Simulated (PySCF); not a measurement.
SMILES C[Si](CC(OC)=O)(C)C (C₆H₁₄O₂Si), singlet at its GFN2-xTB optimised geometry (Å):

```
23

C      1.7489    -2.6869    -2.8068
O      0.8880    -1.5743    -2.6206
C     -0.1599    -1.7233    -1.7857
O     -0.4096    -2.7543    -1.2114
C     -0.8969    -0.4486    -1.6301
Si    -0.2786     0.3871     0.0000
C     -0.9623    -0.6172     1.4654
C      1.6276     0.3871     0.0000
C     -0.9461     2.1735     0.0000
H      2.7521    -2.4058    -2.4842
H      1.7599    -2.9440    -3.8663
H      1.3884    -3.5340    -2.2195
H     -0.7122     0.1912    -2.4878
H     -1.9599    -0.6552    -1.5449
H     -2.0269    -0.4506     1.6022
H     -0.8177    -1.6797     1.2918
H     -0.4677    -0.3603     2.3974
H      2.0131    -0.6192     0.1369
H      2.0245     0.7645    -0.9382
H      2.0279     1.0032     0.7997
H     -0.5380     2.7543    -0.8213
H     -2.0279     2.1979    -0.0855
H     -0.6798     2.6797     0.9217
```

Method: PBE/def2-SVP (PySCF). Cells within 0.4 Å of a nucleus heavier than hydrogen are left out (blank, or x).

Map of the Laplacian of the electron density (e/bohr⁵), clipped to [-1.50, 1.50] on the plane z = 0.0 Å:

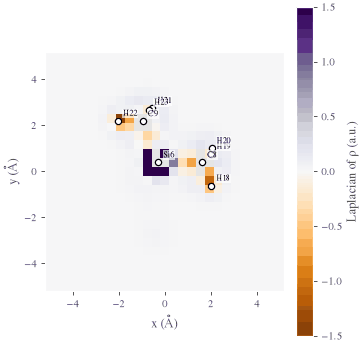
Figure: Laplacian of the electron density (e/bohr⁵), clipped to [-1.50, 1.50] on the plane z = 0.0 Å.
